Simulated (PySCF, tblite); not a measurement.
# CH₈O₂SSi₂: excited states

Wanted: excited states for CH₈O₂SSi₂ (`CS(=O)(=O)[SiH2][SiH3]`).

Computed with tblite 0.8.0 and PySCF 2.14.0 and routines of our own; the level stands in each step. Atoms count from 0.

## 1. The system as given

14 atoms, charge 0, multiplicity 1; geometry from: force field or distance geometry start.

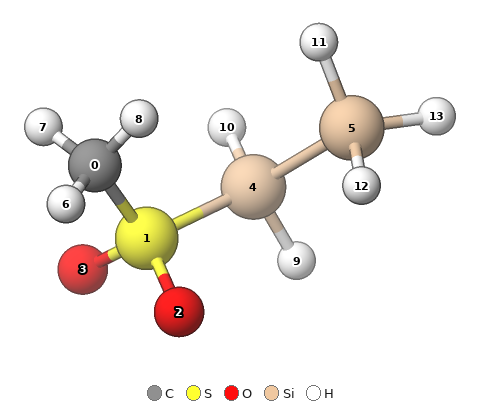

The starting geometry (carbon grey, sulfur yellow, oxygen red, silicon light orange, hydrogen white).

## 2. Geometry optimisation with GFN2-xTB

Job settings and geometry (Å):

```
{"job": {"kind": "relax", "xc": "GFN2-xTB", "basis": "xTB"}, "charge": 0, "multiplicity": 1}
C     -1.962900     0.463300     0.423700
S     -1.094700    -0.776100    -0.457000
O     -1.003500    -1.973200     0.484300
O     -1.852900    -1.106800    -1.718700
Si     0.853200    -0.244300    -0.995200
Si     2.114000     0.432400     0.692200
H     -2.687400    -0.055600     1.101800
H     -2.513900     1.171700    -0.223400
H     -1.325500     1.077200     1.101600
H      1.490300    -1.473900    -1.520100
H      0.865200     0.722400    -2.110000
H      1.716700     1.820900     1.017000
H      1.836500    -0.466900     1.822300
H      3.564400     0.408300     0.359200
```

The run is started by

```
OMP_NUM_THREADS=1 python excited_run.py task.json out
```

The driver reads the jobs from task.json and runs them one after another.

The log of the run:

```text
step      E/eV     max force
  0    -571.49269    5.491
  1    -571.98222    0.991
  2    -572.03106    0.647
  3    -572.07970    0.577
  4    -572.11758    0.660
  5    -572.15478    0.547
  6    -572.17713    0.333
  7    -572.19370    0.339
  8    -572.20655    0.315
  9    -572.21940    0.307
 10    -572.23059    0.204
 11    -572.23893    0.223
 12    -572.24382    0.196
 13    -572.24631    0.127
 14    -572.24778    0.103
 15    -572.24906    0.093
 16    -572.25062    0.128
 17    -572.25211    0.107
 18    -572.25317    0.112
 19    -572.25395    0.101
 20    -572.25486    0.099
 21    -572.25605    0.151
 22    -572.25745    0.163
 23    -572.25901    0.125
 24    -572.26097    0.150
 25    -572.26366    0.177
 26    -572.26710    0.187
 27    -572.27047    0.164
 28    -572.27290    0.111
 29    -572.27498    0.163
 30    -572.27802    0.205
 31    -572.28213    0.206
 32    -572.28610    0.178
 33    -572.28896    0.123
 34    -572.29103    0.109
 35    -572.29273    0.146
 36    -572.29435    0.162
 37    -572.29559    0.094
 38    -572.29644    0.088
 39    -572.29709    0.067
 40    -572.29773    0.066
 41    -572.29835    0.075
 42    -572.29900    0.082
 43    -572.29953    0.068
 44    -572.29988    0.041
 45    -572.30016    0.046
 46    -572.30051    0.068
 47    -572.30099    0.088
 48    -572.30150    0.081
 49    -572.30187    0.052
 50    -572.30212    0.052
 51    -572.30236    0.044
 52    -572.30269    0.055
 53    -572.30308    0.060
 54    -572.30340    0.040
 55    -572.30364    0.040
 56    -572.30387    0.044
 57    -572.30413    0.051
 58    -572.30444    0.064
 59    -572.30472    0.043
 60    -572.30493    0.044
 61    -572.30512    0.038
 62    -572.30531    0.036
 63    -572.30552    0.041
 64    -572.30573    0.034
 65    -572.30595    0.037
 66    -572.30623    0.040
 67    -572.30665    0.059
 68    -572.30729    0.076
 69    -572.30808    0.085
 70    -572.30873    0.058
 71    -572.30911    0.037
 72    -572.30933    0.038
 73    -572.30958    0.059
 74    -572.30996    0.072
 75    -572.31044    0.065
 76    -572.31093    0.054
 77    -572.31141    0.056
 78    -572.31195    0.082
 79    -572.31276    0.091
 80    -572.31342    0.067
 81    -572.31388    0.060
 82    -572.31434    0.050
 83    -572.31494    0.073
 84    -572.31590    0.096
 85    -572.31707    0.092
 86    -572.31764    0.060
 87    -572.31741    0.163
 88    -572.31838    0.058
 89    -572.31863    0.039
 90    -572.31928    0.072
 91    -572.31978    0.098
 92    -572.32044    0.087
 93    -572.32100    0.060
 94    -572.32191    0.048
 95    -572.32368    0.106
 96    -572.32575    0.241
 97    -572.32647    0.157
 98    -572.32991    0.131
 99    -572.33158    0.271
100    -572.33277    0.167
101    -572.33542    0.189
102    -572.33607    0.592
103    -572.34176    0.153
104    -572.34583    0.343
105    -572.36041    0.303
106    -572.37617    0.845
107    -572.37464    0.885
108    -572.40291    0.331
109    -572.40773    0.190
110    -572.41369    0.180
111    -572.41180    0.660
112    -572.42316    0.241
113    -572.42582    0.344
114    -572.42959    0.201
115    -572.43686    0.159
116    -572.43968    0.119
117    -572.44259    0.080
118    -572.44406    0.098
119    -572.44556    0.089
120    -572.44655    0.063
121    -572.44730    0.058
122    -572.44797    0.066
123    -572.44892    0.086
124    -572.45016    0.105
125    -572.45133    0.088
126    -572.45222    0.069
127    -572.45296    0.072
128    -572.45376    0.078
129    -572.45473    0.103
130    -572.45562    0.082
131    -572.45614    0.035
132    -572.45639    0.031
133    -572.45654    0.025
134    -572.45666    0.029
135    -572.45676    0.029
136    -572.45689    0.040
137    -572.45707    0.048
138    -572.45731    0.044
139    -572.45759    0.038
140    -572.45782    0.039
141    -572.45797    0.034
142    -572.45809    0.039
143    -572.45819    0.037
144    -572.45833    0.037
145    -572.45858    0.050
146    -572.45903    0.063
147    -572.45982    0.087
148    -572.46104    0.116
149    -572.46285    0.134
150    -572.46499    0.177
151    -572.46481    0.229
152    -572.46730    0.197
153    -572.46855    0.069
154    -572.46941    0.058
155    -572.46984    0.253
156    -572.47171    0.055
157    -572.47249    0.049
158    -572.47201    0.272
159    -572.47393    0.033
160    -572.47441    0.036
161    -572.47404    0.201
162    -572.47530    0.038
163    -572.47568    0.039
164    -572.47611    0.188
165    -572.47706    0.036
166    -572.47742    0.029
167    -572.47775    0.080
168    -572.47803    0.026
169    -572.47818    0.025
170    -572.47849    0.038
171    -572.47856    0.020
172    -572.47862    0.019
173    -572.47868    0.019
174    -572.47872    0.023
175    -572.47877    0.019
176    -572.47883    0.017
177    -572.47890    0.016
178    -572.47896    0.018
179    -572.47899    0.012
180    -572.47901    0.013
181    -572.47902    0.004
```

Wall time 1.4 s (1 thread of Arm Neoverse V1, shared host).

The steps of the relaxation: (not every step is listed)

```csv
step,energy from step 0 (eV),largest force (eV/Å)
0,0.0000,5.4913
1,-0.4895,0.9910
2,-0.5384,0.6467
3,-0.5870,0.5774
4,-0.6249,0.6595
5,-0.6621,0.5467
6,-0.6844,0.3333
7,-0.7010,0.3386
8,-0.7139,0.3148
24,-0.7683,0.1497
40,-0.8050,0.0662
56,-0.8112,0.0441
72,-0.8166,0.0376
88,-0.8257,0.0581
104,-0.8531,0.3430
120,-0.9539,0.0629
136,-0.9642,0.0396
152,-0.9746,0.1974
168,-0.9853,0.0258
176,-0.9861,0.0165
177,-0.9862,0.0158
178,-0.9863,0.0184
179,-0.9863,0.0124
180,-0.9863,0.0131
181,-0.9863,0.0044
```

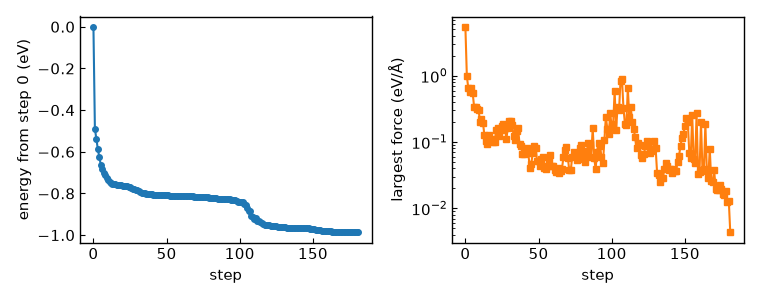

Energy and force, step by step.

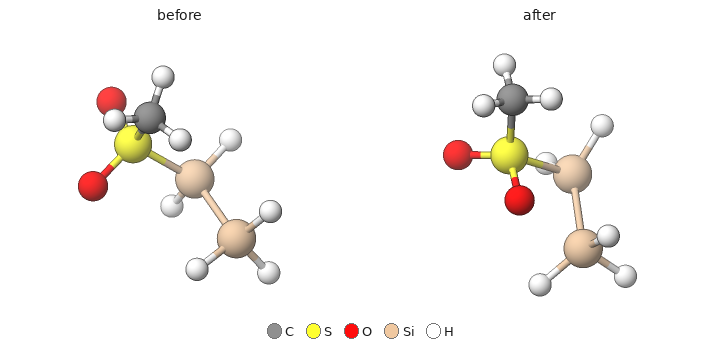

The geometry before (left) and after (right).

Distances of close pairs at the start and the end, largest changes first:

```csv
bond,before (Å),after (Å),change (Å)
Si4–Si5,2.212,2.350,+0.137
S1–Si4,2.090,2.213,+0.123
C0–S1,1.751,1.834,+0.083
S1–O3,1.509,1.449,-0.059
C0–H6,1.120,1.082,-0.038
S1–O2,1.526,1.493,-0.033
C0–H8,1.115,1.082,-0.033
C0–H7,1.106,1.082,-0.024
```

The next job starts from the end point, and lists it.

## 3. Infrared spectrum with GFN2-xTB

Job settings and geometry (Å):

```
{"job": {"kind": "ir", "xc": "GFN2-xTB", "basis": "xTB"}, "charge": 0, "multiplicity": 1}
C     -2.230046     0.545531     0.034593
S     -0.784948    -0.571385    -0.133365
O     -0.147327    -0.504709     1.214884
O     -1.297692    -1.881567    -0.482022
Si     1.046385     0.010437    -1.231143
Si     2.068578    -0.066584     0.883345
H     -2.841980     0.162601     0.840379
H     -2.769154     0.531848    -0.903519
H     -1.850938     1.531889     0.267758
H      0.964743    -0.919174    -2.361546
H      0.498737     1.237686    -1.841108
H      1.696607     1.090011     1.697624
H      2.150226    -1.402009     1.460490
H      3.496132     0.234952     0.531462
```

The log of the run:

```text
mode    cm-1     km/mol
  1      41.1      1.28
  2      67.4     23.48
  3     108.2      0.14
  4     121.0      7.43
  5     201.6     10.71
  6     242.8      4.83
  7     280.3      4.98
  8     283.9      4.48
  9     352.5     58.11
 10     390.5     20.86
 11     415.1     57.07
 12     501.4     32.45
 13     534.0     76.16
 14     544.9     62.67
 15     571.2     20.21
 16     641.0    329.99
 17     694.6    275.75
 18     708.2     64.36
 19     826.2    150.94
 20     832.7    335.93
 21     839.4     23.39
 22     878.1    200.43
 23     921.3     98.82
 24    1000.4    280.93
 25    1169.8    399.54
 26    1243.2     21.69
 27    1426.5      1.47
 28    1435.1     10.88
 29    1950.0    381.47
 30    2150.5    244.82
 31    2228.4     50.01
 32    2250.5    216.53
 33    2295.3    285.06
 34    3060.7      5.86
 35    3084.0     12.86
 36    3086.0      2.00
```

It took 0.5 s on 1 thread of Arm Neoverse V1, shared host.

Which atoms move in the most intense modes:

```csv
cm⁻¹,km/mol,atoms
641,330.0,"H10 33 %, H13 18 %, H9 17 %"
695,275.8,"H11 16 %, C0 16 %, S1 15 %, H12 15 %"
833,335.9,"H10 40 %, H9 38 %"
1000,280.9,"O2 60 %, S1 29 %"
1170,399.5,"O3 59 %, S1 38 %"
1950,381.5,H13 96 %
2150,244.8,H10 91 %
2295,285.1,H12 85 %
```

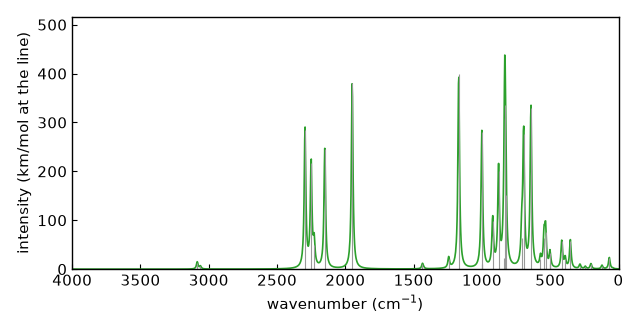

The infrared spectrum from these modes, unscaled. Lines are broadened to a width of 14 cm⁻¹ (Lorentzian).

## 4. Optimising the geometry at PBE0-D3(BJ)/def2-SVP

The job, as its differences from that of step 3:

```diff
@@ -1,2 +1,2 @@
-{"job": {"kind": "ir", "xc": "GFN2-xTB", "basis": "xTB"}, "charge": 0, "multiplicity": 1}
+{"job": {"xc": "PBE0", "basis": "def2-SVP", "d3": "d3bj", "grid": 1, "kind": "geom"}, "charge": 0, "multiplicity": 1}
 C     -2.230046     0.545531     0.034593
```

The log of the run:

```text
step   0  E = -1169.40255339  max force = 0.026015
step   1  E = -1169.41575116  max force = 0.021578
step   2  E = -1169.42437356  max force = 0.017878
step   3  E = -1169.42773951  max force = 0.010336
step   4  E = -1169.43006909  max force = 0.005193
step   5  E = -1169.43053593  max force = 0.002171
step   6  E = -1169.43080781  max force = 0.002448
step   7  E = -1169.43095387  max force = 0.003307
step   8  E = -1169.43125645  max force = 0.004560
step   9  E = -1169.43173023  max force = 0.002685
step  10  E = -1169.43215553  max force = 0.007049
step  11  E = -1169.43266273  max force = 0.003506
step  12  E = -1169.43279430  max force = 0.001230
step  13  E = -1169.43290693  max force = 0.000569
step  14  E = -1169.43298400  max force = 0.000541
step  15  E = -1169.43299633  max force = 0.000570
step  16  E = -1169.43301768  max force = 0.000387
step  17  E = -1169.43302463  max force = 0.000257
optimisation converged
```

Wall time 1.8 min (1 thread of Arm Neoverse V1, shared host); peak memory 0.63 GiB.

Step by step:

```csv
step,energy from step 0 (eV),largest force component (eV/Å)
0,0.0000,1.3377
1,-0.3591,1.1096
2,-0.5938,0.9193
3,-0.6853,0.5315
4,-0.7487,0.2670
5,-0.7614,0.1116
6,-0.7688,0.1259
7,-0.7728,0.1701
8,-0.7811,0.2345
9,-0.7939,0.1381
10,-0.8055,0.3625
11,-0.8193,0.1803
12,-0.8229,0.0632
13,-0.8260,0.0293
14,-0.8281,0.0278
15,-0.8284,0.0293
16,-0.8290,0.0199
17,-0.8292,0.0132
```

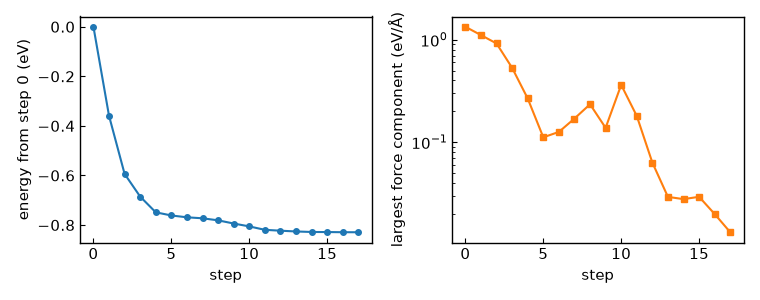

Energy and largest force along the relaxation.

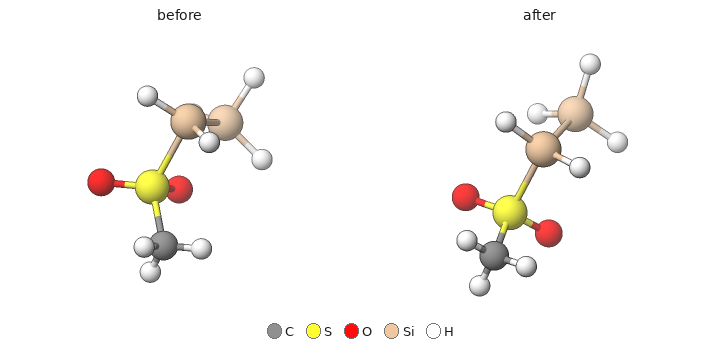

The geometry before (left) and after (right).

Close pairs (by a distance rule), those that changed most:

```csv
bond,before (Å),after (Å),change (Å)
C0–S1,1.834,1.789,-0.045
Si5–H12,1.457,1.489,+0.032
Si5–H11,1.463,1.489,+0.026
Si4–H9,1.466,1.491,+0.025
S1–Si4,2.213,2.234,+0.021
S1–O2,1.493,1.473,-0.020
S1–O3,1.449,1.468,+0.019
C0–H6,1.082,1.100,+0.018
```

The end geometry stands in the next job.

```csv
at the end point,value
point group (found at 0.08 Å tolerance),C1
"rotational constants (GHz, main isotopes)","3.262, 1.174, 1.086"
dipole moment (D),3.94
```

## 5. Excited states: TDA wB97X-D/def2-SVPD

Job settings and geometry (Å):

```
{"job": {"kind": "states", "xc": "wB97X-D", "basis": "def2-SVPD", "tda": true, "soc": true, "nstates": 5, "ntriplets": 4, "nquad": 4}, "charge": 0, "multiplicity": 1}
C     -2.465920     0.206267    -0.251954
S     -0.904974    -0.366739     0.409150
O     -0.675112     0.366252     1.666067
O     -0.942813    -1.834520     0.406630
Si     0.771203     0.294310    -0.912183
Si     2.542590    -0.137742     0.556584
H     -3.215040    -0.126619     0.481214
H     -2.643890    -0.268522    -1.225294
H     -2.453632     1.301488    -0.319641
H      0.732157    -0.501113    -2.172861
H      0.551830     1.741623    -1.205944
H      2.537517     0.907780     1.616532
H      2.336798    -1.495851     1.131973
H      3.828989    -0.086697    -0.202388
```

Level: TDA wB97X-D/def2-SVPD excited states, vertical, gas phase, spin-orbit mean-field couplings.

The log of the run:

```text
coarse grid: 13096 points
cycle   1  E = -1169.5452165759  dE =  9.813e-01  |g| = 1.148e+00  |ddm| = 4.323e+00
cycle   2  E = -1169.1883821518  dE =  3.568e-01  |g| = 1.831e+00  |ddm| = 2.777e+00
cycle   3  E = -1169.8215856559  dE = -6.332e-01  |g| = 5.968e-02  |ddm| = 1.675e+00
cycle   4  E = -1169.8225007998  dE = -9.151e-04  |g| = 3.209e-02  |ddm| = 1.639e-01
cycle   5  E = -1169.8227727063  dE = -2.719e-04  |g| = 6.383e-03  |ddm| = 6.045e-02
cycle   6  E = -1169.8227878501  dE = -1.514e-05  |g| = 1.808e-03  |ddm| = 1.831e-02
cycle   7  E = -1169.8227890768  dE = -1.227e-06  |g| = 1.181e-03  |ddm| = 6.030e-03
final grid: 112200 points
cycle   8  E = -1169.9725661746  dE = -6.290e-05  |g| = 4.102e-03  |ddm| = 9.231e-02
cycle   9  E = -1169.9725669695  dE = -7.949e-07  |g| = 4.096e-03  |ddm| = 1.312e-02
cycle  10  E = -1169.9725703443  dE = -3.375e-06  |g| = 1.044e-03  |ddm| = 4.556e-03
cycle  11  E = -1169.9725705359  dE = -1.916e-07  |g| = 3.617e-04  |ddm| = 1.259e-03
cycle  12  E = -1169.9725705700  dE = -3.412e-08  |g| = 8.392e-05  |ddm| = 6.107e-04
cycle  13  E = -1169.9725705717  dE = -1.643e-09  |g| = 5.012e-05  |ddm| = 1.486e-04
cycle  14  E = -1169.9725705723  dE = -6.062e-10  |g| = 6.808e-06  |ddm| = 8.306e-05
converged SCF energy = -1169.9725705723

Singlet excitations
state   eV       nm        f     d(h-e)  d(exc)  Lambda  PR(NTO)  |dmu|/D   mu/D   main configurations
  1   6.1111   202.9   0.13713   1.386   3.241   0.520   1.056    4.315    4.382   H->L 0.78, H->L+1 0.10
  2   6.6069   187.7   0.02386   1.186   3.201   0.476   1.373    3.566    3.225   H->L+1 0.48, H-2->L 0.15, H->L 0.13
  3   6.8967   179.8   0.00415   1.260   3.154   0.458   1.332    4.104    4.313   H->L+2 0.36, H->L+3 0.35, H->L+6 0.11
  4   6.9238   179.1   0.04051   0.759   3.064   0.473   1.569    2.176    2.205   H-2->L 0.43, H-1->L 0.27, H->L+1 0.09
  5   7.0593   175.6   0.00785   1.789   3.367   0.389   1.156                     H-1->L 0.63, H-2->L 0.24

Triplet excitations (Tamm-Dancoff)
state   eV     d(h-e)  d(exc)  Lambda  PR(NTO)   main configurations
  1   5.4233   1.240   3.144   0.532   1.025   H->L 0.87
  2   6.0455   0.833   2.937   0.449   1.036   H->L+1 0.53, H->L+4 0.11, H->L+2 0.10
  3   6.1774   0.440   2.809   0.548   1.064   H-2->L 0.74
  4   6.4734   1.042   2.980   0.459   1.103   H->L+3 0.37, H->L+2 0.28, H->L+6 0.21
S1 - T1 = 0.6878 eV

Spin-orbit couplings |<S|Hso|T>| (cm-1)
             T1       T2       T3       T4
S0       20.619   15.845   33.231    7.441
S1        9.957   37.331   13.218   33.140
S2       24.340    6.598   15.261   21.056
S3       27.635   24.142    4.998    3.678
S4       26.003    8.202   12.433    7.776
S5       28.875    4.814   16.373    2.239
T1 sublevels (cm-1): 0.000 0.070 0.348   radiative rates (1/s): 1.64 27.8 992
```

Wall time 34 s (1 thread of Arm Neoverse V1, shared host); peak memory 0.81 GiB.

From this job:

```csv
quantity,value
S1 less T1,0.69 eV
```

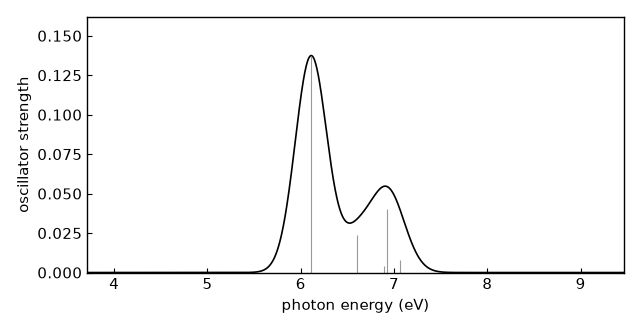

Absorption lines of the singlets. Lines are broadened to a width of 0.40 eV (Gaussian).

## 6. Excited states: TDDFT B3LYP/def2-SVPD

The job, as its differences from that of step 5:

```diff
@@ -1,2 +1,2 @@
-{"job": {"kind": "states", "xc": "wB97X-D", "basis": "def2-SVPD", "tda": true, "soc": true, "nstates": 5, "ntriplets": 4, "nquad": 4}, "charge": 0, "multiplicity": 1}
+{"job": {"kind": "states", "xc": "B3LYP", "basis": "def2-SVPD", "tpa": true, "nstates": 6, "nquad": 5, "ntriplets": 0}, "charge": 0, "multiplicity": 1}
 C     -2.465920     0.206267    -0.251954
```

With the program's defaults for keys left out, this is: TDDFT B3LYP/def2-SVPD excited states, vertical, gas phase, two-photon moments by quadratic response.

The log of the run:

```text
coarse grid: 13096 points
cycle   1  E = -1169.6850969741  dE =  9.297e-01  |g| = 1.148e+00  |ddm| = 4.502e+00
cycle   2  E = -1168.3531081149  dE =  1.332e+00  |g| = 2.756e+00  |ddm| = 3.775e+00
cycle   3  E = -1169.9418684545  dE = -1.589e+00  |g| = 1.772e-01  |ddm| = 2.978e+00
cycle   4  E = -1169.9471337920  dE = -5.265e-03  |g| = 1.201e-01  |ddm| = 4.101e-01
cycle   5  E = -1169.9508345998  dE = -3.701e-03  |g| = 1.641e-02  |ddm| = 1.546e-01
cycle   6  E = -1169.9509127107  dE = -7.811e-05  |g| = 4.208e-03  |ddm| = 3.450e-02
cycle   7  E = -1169.9509172900  dE = -4.579e-06  |g| = 1.596e-03  |ddm| = 7.412e-03
final grid: 112200 points
cycle   8  E = -1170.1009976021  dE = -1.304e-05  |g| = 5.587e-03  |ddm| = 4.905e-02
cycle   9  E = -1170.1009768807  dE =  2.072e-05  |g| = 1.157e-02  |ddm| = 1.558e-02
cycle  10  E = -1170.1010038879  dE = -2.701e-05  |g| = 1.338e-03  |ddm| = 1.055e-02
cycle  11  E = -1170.1010042789  dE = -3.910e-07  |g| = 2.808e-04  |ddm| = 1.526e-03
cycle  12  E = -1170.1010042937  dE = -1.479e-08  |g| = 1.226e-04  |ddm| = 3.925e-04
cycle  13  E = -1170.1010042965  dE = -2.751e-09  |g| = 2.639e-05  |ddm| = 1.285e-04
cycle  14  E = -1170.1010042967  dE = -2.040e-10  |g| = 5.294e-06  |ddm| = 5.216e-05
converged SCF energy = -1170.1010042967

Singlet excitations
state   eV       nm        f     d(h-e)  d(exc)  Lambda  PR(NTO)  |dmu|/D   mu/D   delta(TPA)   sigma/GM   main configurations
  1   5.5882   221.9   0.10814   1.872   3.532   0.543   1.052    5.299    4.815      244.74      2.800   H->L 0.93
  2   6.1132   202.8   0.01657   1.436   3.587   0.487   1.126    4.364    4.660       29.71      0.407   H->L+1 0.87
  3   6.2715   197.7   0.00200   2.320   3.668   0.289   1.057    6.566    5.217        0.95      0.014   H-1->L 0.96
  4   6.3643   194.8   0.01266   1.914   3.607   0.434   1.090    5.905    5.919        5.39      0.080   H->L+2 0.71, H->L+3 0.23
  5   6.5422   189.5   0.08427   1.520   3.991   0.489   1.434    4.537    2.299       87.68      1.375   H->L+3 0.55, H->L+2 0.18, H-2->L 0.17
  6   6.6112   187.5   0.06244   0.997   3.403   0.555   1.541                                            H-2->L 0.74, H->L+3 0.14
```

Wall time 36 s (1 thread of Arm Neoverse V1, shared host); peak memory 0.8 GiB.

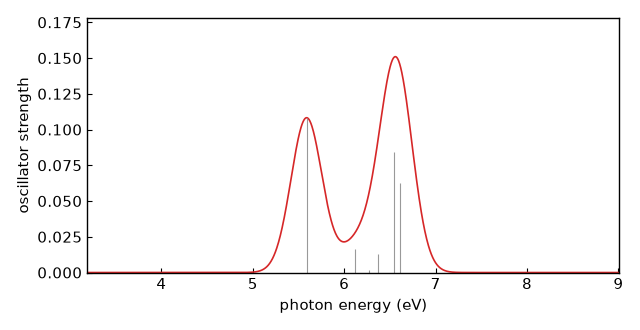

Absorption lines of the singlets. Lines are broadened to a width of 0.40 eV (Gaussian).

## 7. What came out

```
                                  quantity                  value
 strongest single infrared mode (GFN2-xTB)  1170 cm⁻¹, 400 km/mol
              zero-point energy (GFN2-xTB)          53.4 kcal/mol
                               point group                     C1
      rotational constants (main isotopes)   3.26, 1.17, 1.09 GHz
S1 less T1 (step 5, TDA wB97X-D/def2-SVPD)                0.69 eV
```

**Reading.** No mode is imaginary among the 36: a minimum at this level. The strongest single mode, at 1170 cm⁻¹, moves mainly O3 and S1. Unscaled tight-binding wavenumbers are off by several per cent, some by more. Its intensities can rank the bands wrongly. The optimisation took 17 steps and gained 0.829 eV; among the close pairs (by a distance rule), C0–S1 changed most, from 1.834 to 1.789 Å (PBE0/def2-SVP). No frequency check was run at this level, so the end point may be a saddle. The frame itself reshapes: O2···Si5 goes from 2.28 to 3.44 Å. In step 5, the number of triplets below S1 is 2, and the largest singlet-triplet spin-orbit coupling is S1–T2, 37.33 cm⁻¹.
